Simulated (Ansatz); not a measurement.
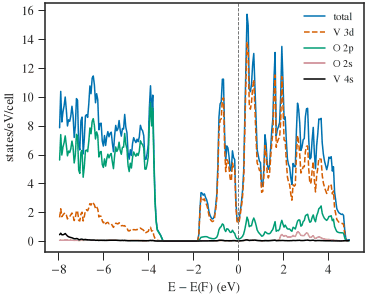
Figure. Total and projected density of states of V2O3 (corundum, R-3c), plane-wave PAW PBEsol (Ansatz code)

Q: Which orbitals carry the states next to the Fermi level?

A: Within 0.5 eV of the Fermi level: V 3d 88 %, O 2p 11 %. Projections are on Löwdin-orthogonalised atomic valence shells; empty p or d shells of many metals are not among them.

Q: Where is the tallest occupied peak in this window, and what makes it?

A: Near -6.4 eV, about 11 states/eV per cell; the largest projected share is O 2p.

Symmetry was held in the PBEsol relaxation. Magnetic state: ferromagnetic, chosen from 5 collinear starts compared on coarse meshes (ties went to the first, and starts can fall back to one state), not a proven ground state. No Hubbard U is applied. The compound may be a true metal, but semilocal functionals without U, or a wrong spin order, can also close a gap.

Potentials: the later of the program's two PAW sets.
